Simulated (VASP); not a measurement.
Band structure of MgTe (relaxed from the CsCl type structure, space group Pm-3m). These are PBEsol GGA, VASP's PBE PAW potentials (set 64) (plane waves; VASP) values and carry that method's errors.

Unless said otherwise, spin-orbit coupling is left out, though it shifts the bands of the heavy elements here.

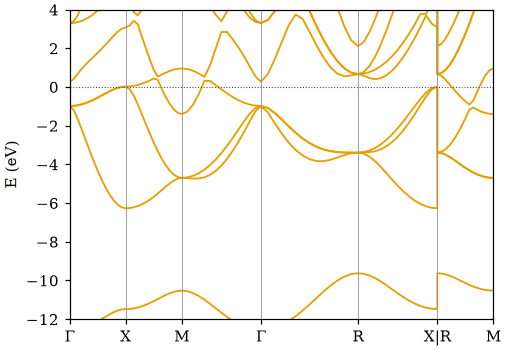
*Bands along high-symmetry lines, zero at the valence-band maximum or, without a gap, the Fermi level*

Problem. Read the plot: is there a gap, and where are the band edges?

Solution. It has no gap at this level: it comes out as a metal or semimetal. (Edges off the drawn lines would not show.)

The structure was generated: MgTe was put into the CsCl type type (Pm-3m), which need not be its known phase. It was relaxed first.
